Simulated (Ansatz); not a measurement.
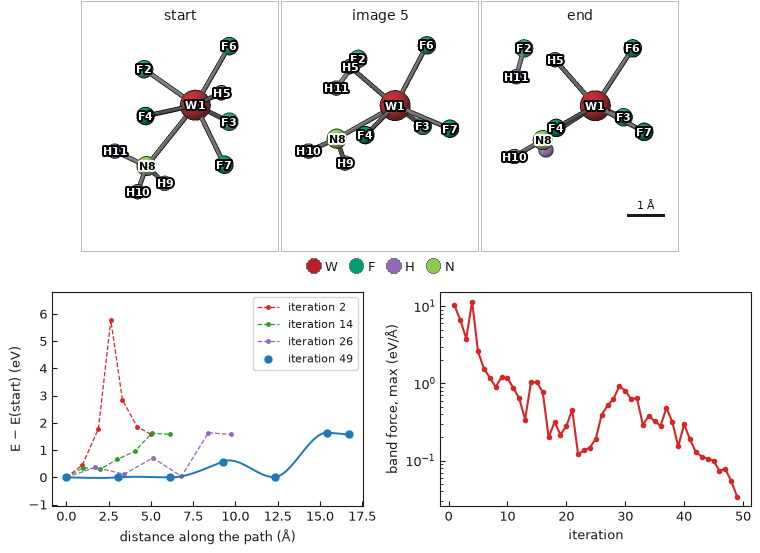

NEB run on WNH$_{4}$F$_{5}$. Images are numbered from 0 (start) to 6 (end). The plot follows the band through its iterations. The picture is a ball-and-stick view, seen from a free direction.

The calculation used Ansatz, RKS PBE0-D4/def2-SVP. Settings: 5 movable images; climbing image; force threshold 0.05 eV/Å; iteration limit 60; starting path through a guess of the saddle point.

Judge this run.

The run is converged, with reservations. The band converged in 49 iterations. The largest component of the band force went from 10 to 0.034 eV/Å. The climbing image converged on the top of the path. Its vibrational analysis gives one imaginary mode (160i cm⁻¹), as a transition state must have. The first iteration put the highest image at 10.12 eV. Forward barrier 1.64 eV, backward barrier 0.06 eV, with image 5 at the top; the reaction energy is +1.58 eV. The profile has 2 maxima (images 3, 5) with a dip at image 4 (+0.01 eV), so the process runs in steps.
